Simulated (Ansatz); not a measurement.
**Nudged elastic band of BHCl3**

The run: nudged elastic band of BHCl3, multiplicity 2. Method and program: UKS revPBE/def2-SVP (Ansatz 0.2.0).

It belongs to a series of runs on one base structure; here: band between the two ends. Figures and captions count atoms from 1; the log counts them from 0 in places.

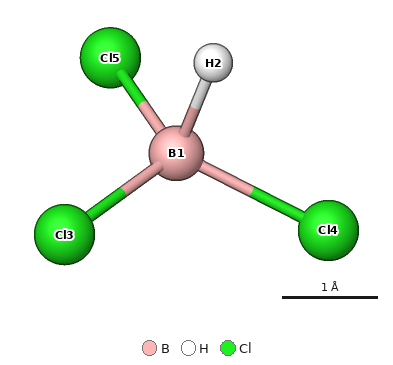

Figure 1. The starting structure (ball-and-stick view, seen at a tilt; atoms are numbered from 1 in the order of the input). Bond lengths as drawn: B–Cl 1.82 Å and B–H 1.30 Å.

**The input**
```yaml
crystal:
  periodic: [false, false, false]
  atoms:
    - { symbol: B, position_ang: [0.00174, -0.077153, 0.521127] }
    - { symbol: H, position_ang: [-0.026393, 1.196028, 0.799102] }
    - { symbol: Cl, position_ang: [1.563722, -0.149198, -0.411841] }
    - { symbol: Cl, position_ang: [-1.545478, -0.213783, -0.429167] }
    - { symbol: Cl, position_ang: [0.006407, -0.755893, 2.210779] }
magnetization:
  spin_polarized: true
  initial_magnetization: 1
basis:
  gaussian: { orbitals: def2-SVP }
hamiltonian:
  xc: revpbe
neb:
  order_check: false
  images: 4
  f_tol: 0.03
  max_iterations: 60
  climbing: false
  final_atoms:
    - { symbol: B, position_ang: [0.00235598, 0.03301449, -0.00743909] }
    - { symbol: H, position_ang: [-0.00329813, -0.0462029, 1.30133548] }
    - { symbol: Cl, position_ang: [1.54971986, 0.11301445, -0.79068227] }
    - { symbol: Cl, position_ang: [-1.53816603, 0.04887311, -0.80790475] }
    - { symbol: Cl, position_ang: [-0.01061368, -0.14869815, 2.99469063] }
  initial_path:
    images:
      - { positions_ang: [[0.00174, -0.077153, 0.521127], [-0.026393, 1.196028, 0.799102], [1.563722, -0.149198, -0.411841], [-1.545478, -0.213783, -0.429167], [0.006407, -0.755893, 2.210779]] }
      - { positions_ang: [[0.00206675, -0.03779194, 0.31284656], [-0.01755096, 0.70336632, 1.05517558], [1.58519521, -0.05294528, -0.61504647], [-1.56866684, -0.11845773, -0.63262865], [-0.00104617, -0.49417037, 2.56965298]] }
      - { positions_ang: [[0.00239351, 0.00156912, 0.10456611], [-0.00870891, 0.21070463, 1.31124917], [1.60666842, 0.04330743, -0.81825193], [-1.59185567, -0.02313245, -0.8360903], [-0.00849934, -0.23244773, 2.92852696]] }
      - { positions_ang: [[0.0025167, 0.02360262, -0.0011471], [-0.00408994, -0.03774155, 1.41169586], [1.60386799, 0.09574992, -0.89402019], [-1.59039328, 0.02939877, -0.91183785], [-0.01190348, -0.11100876, 3.08530928]] }
      - { positions_ang: [[0.00243634, 0.02830856, -0.0042931], [-0.00369403, -0.04197223, 1.35651567], [1.57679392, 0.10438219, -0.84235123], [-1.56427965, 0.03913594, -0.8598713], [-0.01125858, -0.12985346, 3.03999996]] }
      - { positions_ang: [[0.00235598, 0.03301449, -0.00743909], [-0.00329813, -0.0462029, 1.30133548], [1.54971986, 0.11301445, -0.79068227], [-1.53816603, 0.04887311, -0.80790475], [-0.01061368, -0.14869815, 2.99469063]] }
```

Run on 2 threads of Intel Xeon (Sapphire Rapids), 32 GiB of memory available, shared host.

Launch command:
```bash
ansatz run input.yaml --threads 2 --pin off --max-ram 3072MiB --backend cpu --events-out ev --progress --plain --runs-dir out
```

**Log**
```
Engine: ansatz 0.2.0, x86_64-unknown-linux-gnu
Functional definition: revPBE
  parameter kappa = 1.245
  parameter beta = 0.06672455060314922
  exchange = pbe_x(kappa = kappa, mu = beta*pi^2/3)
  correlation = pbe_c(beta = beta)
797 factors; their error is unknown
mean field evaluation 1: about -38241.3347 eV, gradient 1.3e1 eV
mean field evaluation 2: about -38239.3339 eV, gradient 2.2e1 eV
mean field evaluation 4: about -38242.4095 eV, gradient 3.3e-1 eV
mean field evaluation 8: about -38242.3690 eV, gradient 4.7e-2 eV
mean field evaluation 16: about -38242.3690 eV, gradient 2.8e-5 eV
mean field evaluation 32: about -38240.9777 eV, gradient 2.8e0 eV
mean field -38242.36897249 eV, -1405.3811381302 hartree, gradient 2.8e-5 eV, S^2 0.751975; 3 other end points of the search recorded, 0 dependent functions left out
the calculation of the forces begins
reference -38242.36900241 eV, -1405.3811392297 hartree; 29, 28 occupied and 44, 45 virtual orbitals, 797 factors
797 factors; their error is unknown
mean field evaluation 64: about -38241.5954 eV, gradient 2.5e0 eV
mean field -38241.64469577 eV, -1405.3545214517 hartree, gradient 2.5e-5 eV, S^2 0.752358; 2 other end points of the search recorded, 0 dependent functions left out
[... from here on the field's lines of each further geometry are left out, up to the last ...]
NEB iter   1: max|band force component| = 5.937e0 eV/Å  barrier→ = 1.4246 eV  barrier← = 0.7003 eV  Δτ_max = 0.2000 Å  (462 SCF iters)
NEB iter   2: max|band force component| = 2.504e0 eV/Å  barrier→ = 0.8466 eV  barrier← = 0.1223 eV  Δτ_max = 0.2000 Å  (136 SCF iters)
NEB iter   3: max|band force component| = 1.672e0 eV/Å  barrier→ = 0.8937 eV  barrier← = 0.1694 eV  Δτ_max = 0.2000 Å  (127 SCF iters)
NEB iter   4: max|band force component| = 1.475e0 eV/Å  barrier→ = 0.9189 eV  barrier← = 0.1947 eV  Δτ_max = 0.1945 Å  (128 SCF iters)
NEB iter   5: max|band force component| = 1.020e0 eV/Å  barrier→ = 0.8065 eV  barrier← = 0.0823 eV  Δτ_max = 0.0997 Å  (127 SCF iters)
NEB iter   6: max|band force component| = 4.528e-1 eV/Å  barrier→ = 0.7300 eV  barrier← = 0.0057 eV  Δτ_max = 0.0573 Å  (123 SCF iters)
NEB iter   7: max|band force component| = 3.606e-1 eV/Å  barrier→ = 0.7243 eV  barrier← = 0.0000 eV  Δτ_max = 0.0226 Å  (114 SCF iters)
NEB iter   8: max|band force component| = 2.667e-1 eV/Å  barrier→ = 0.7243 eV  barrier← = 0.0000 eV  Δτ_max = 0.0181 Å  (115 SCF iters)
NEB iter   9: max|band force component| = 1.801e-1 eV/Å  barrier→ = 0.7243 eV  barrier← = 0.0000 eV  Δτ_max = 0.0207 Å  (115 SCF iters)
NEB iter  10: max|band force component| = 2.251e-1 eV/Å  barrier→ = 0.7243 eV  barrier← = 0.0000 eV  Δτ_max = 0.0103 Å  (107 SCF iters)
NEB iter  11: max|band force component| = 1.109e-1 eV/Å  barrier→ = 0.7243 eV  barrier← = 0.0000 eV  Δτ_max = 0.0101 Å  (107 SCF iters)
NEB iter  12: max|band force component| = 4.199e-2 eV/Å  barrier→ = 0.7243 eV  barrier← = 0.0000 eV  Δτ_max = 0.0119 Å  (101 SCF iters)
NEB iter  13: max|band force component| = 5.043e-2 eV/Å  barrier→ = 0.7243 eV  barrier← = 0.0000 eV  Δτ_max = 0.0060 Å  (100 SCF iters)
the calculation of the forces begins
reference -38241.67579584 eV, -1405.3556643582 hartree; 29, 28 occupied and 44, 45 virtual orbitals, 797 factors
797 factors; their error is unknown
mean field evaluation 576: about -38241.6570 eV, gradient 1.4e-3 eV
mean field -38241.65696377 eV, -1405.3549722923 hartree, gradient 4.5e-5 eV, S^2 0.752339; 3 other end points of the search recorded, 0 dependent functions left out
the calculation of the forces begins
reference -38241.65699605 eV, -1405.3549734786 hartree; 29, 28 occupied and 44, 45 virtual orbitals, 797 factors
NEB iter  14: max|band force component| = 1.697e-2 eV/Å  barrier→ = 0.7243 eV  barrier← = 0.0000 eV  Δτ_max = 0.0000 Å  (333 SCF iters)
```

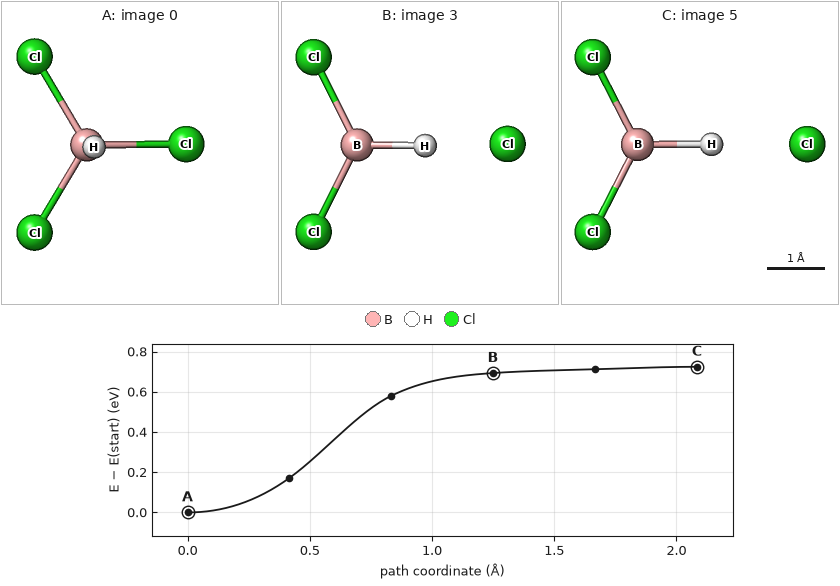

Figure 2. Images of the last band (counted from 0; ball-and-stick, seen on its broad side) above the energy along the path; the line is a cubic interpolation that uses the forces. No image lies above both ends; the end is 0.724 eV above the start. The path is 2.08 Å long. The band converged in 14 iterations.

```
Total energy: -38241.64472770 eV, -1405.3545226253 hartree
Atom 0 at     0.002356     0.033014    -0.007439 Å, force     0.000152    -0.000135     0.002349 eV/Å
Atom 1 at    -0.003298    -0.046203     1.301335 Å, force     0.000022    -0.000094     0.001665 eV/Å
Atom 2 at     1.549720     0.113014    -0.790682 Å, force    -0.005805    -0.000021    -0.001730 eV/Å
Atom 3 at    -1.538166     0.048873    -0.807905 Å, force     0.005629     0.000224    -0.001790 eV/Å
Atom 4 at    -0.010614    -0.148698     2.994691 Å, force     0.000003     0.000026    -0.000494 eV/Å
Dipole moment:     0.002469     0.034658    -0.572601 e Å
this run last wrote the band of iteration 14 to [file]
```

**The last band as extended XYZ (Å, eV, eV/Å)**
```
5
Properties=species:S:1:pos:R:3:forces:R:3 image=0 energy=-38242.36897
B     0.0017   -0.0772    0.5211   -0.0007   0.0137   0.0034
H    -0.0264    1.1960    0.7991    0.0005  -0.0207  -0.0045
Cl    1.5637   -0.1492   -0.4118    0.0013   0.0025  -0.0003
Cl   -1.5455   -0.2138   -0.4292   -0.0011   0.0025  -0.0004
Cl    0.0064   -0.7559    2.2108    0.0001   0.0021   0.0018
5
Properties=species:S:1:pos:R:3:forces:R:3 image=1 energy=-38242.19756
B     0.0016   -0.0387    0.3857    0.0026  -0.2389   0.4335
H    -0.0246    1.0307    1.1006   -0.0085   0.4797  -0.2698
Cl    1.5455   -0.1509   -0.5170   -0.0099  -0.0145   0.1858
Cl   -1.5261   -0.2147   -0.5341    0.0085  -0.0141   0.1859
Cl    0.0035   -0.6264    2.2548    0.0074  -0.2122  -0.5353
5
Properties=species:S:1:pos:R:3:forces:R:3 image=2 energy=-38241.78894
B     0.0005    0.0663    0.2009    0.0009  -0.0907   0.1784
H    -0.0208    0.8196    1.2231   -0.0070   0.3508  -0.0605
Cl    1.5496   -0.1345   -0.5979   -0.0040  -0.0587   0.1295
Cl   -1.5300   -0.1985   -0.6151    0.0050  -0.0585   0.1295
Cl    0.0007   -0.5528    2.4790    0.0051  -0.1430  -0.3768
5
Properties=species:S:1:pos:R:3:forces:R:3 image=3 energy=-38241.67576
B     0.0000    0.1267    0.0738   -0.0001   0.0046  -0.0044
H    -0.0160    0.5730    1.2738   -0.0013   0.0611   0.0089
Cl    1.5516   -0.0797   -0.6861   -0.0005  -0.0179   0.0200
Cl   -1.5332   -0.1438   -0.7033    0.0010  -0.0179   0.0200
Cl   -0.0024   -0.4762    2.7318    0.0009  -0.0299  -0.0446
5
Properties=species:S:1:pos:R:3:forces:R:3 image=4 energy=-38241.65696
B     0.0009    0.0974    0.0140    0.0001  -0.0029   0.0018
H    -0.0101    0.2820    1.3037   -0.0007   0.0312   0.0042
Cl    1.5510    0.0035   -0.7634    0.0017  -0.0062   0.0014
Cl   -1.5352   -0.0606   -0.7806   -0.0014  -0.0063   0.0014
Cl   -0.0066   -0.3222    2.9164    0.0004  -0.0158  -0.0088
5
Properties=species:S:1:pos:R:3:forces:R:3 image=5 energy=-38241.64470
B     0.0024    0.0330   -0.0074    0.0002  -0.0001   0.0023
H    -0.0033   -0.0462    1.3013    0.0000  -0.0001   0.0017
Cl    1.5497    0.1130   -0.7907   -0.0058   0.0000  -0.0017
Cl   -1.5382    0.0489   -0.8079    0.0056   0.0002  -0.0018
Cl   -0.0106   -0.1487    2.9947    0.0000   0.0000  -0.0005
```

**Key numbers**

| quantity | value |
| --- | --- |
| outcome | converged |
| barrier, forward | 0.724 eV |
| barrier, backward | 0.000 eV |
| wall time | 70 s (CPU time 2.2 min) |
| peak memory | 0.17 GiB |

The order of the saddle point was not checked.
